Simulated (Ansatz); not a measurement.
```sh
ansatz run in.yaml --threads 2 --pin off --events-out ev --progress --plain --max-ram 32768MiB --backend cuda --devices 0, --max-vram 18GiB
```

```yaml
crystal:
  periodic: [false, false, false]
  atoms:
    - {symbol: C, position_ang: [0.151377, 1.142466, 1.603474]}
    - {symbol: C, position_ang: [-0.042046, -0.284909, 1.113225]}
    - {symbol: In, position_ang: [-0.049332, -0.472972, -1.031054]}
    - {symbol: O, position_ang: [-0.278050, -2.162044, -2.063408]}
    - {symbol: S, position_ang: [0.214854, 1.301684, -2.598567]}
    - {symbol: H, position_ang: [0.148136, 1.186537, 2.697292]}
    - {symbol: H, position_ang: [-0.640834, 1.806535, 1.250198]}
    - {symbol: H, position_ang: [1.099975, 1.565582, 1.265057]}
    - {symbol: H, position_ang: [-0.987822, -0.704444, 1.465941]}
    - {symbol: H, position_ang: [0.747923, -0.944855, 1.481097]}
    - {symbol: H, position_ang: [-0.391751, -2.940941, -1.514513]}
    - {symbol: H, position_ang: [0.104471, 0.452160, -3.634844]}
basis:
  gaussian: {orbitals: def2-TZVPP}
hamiltonian: {xc: r2scan, dispersion: d4}
output: {forces: true, orbitals: {seedname: orbitals}}
```

Work out the structure from the coordinates.

The molecule is C₂H₇InOS. Its SMILES string is `C[CH2][In]([OH])[SH]`. This geometry has Cs symmetry. Coordination: 2 C tetrahedral; 1 In trigonal planar; 1 O bent; 1 S bent.

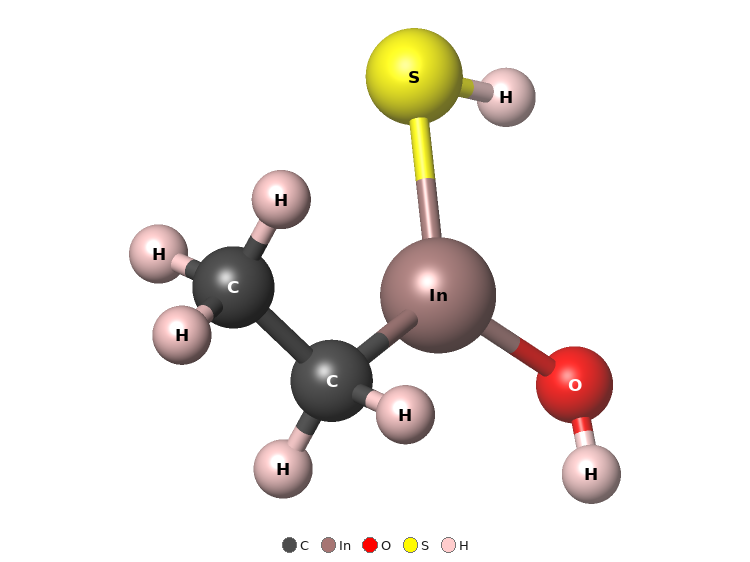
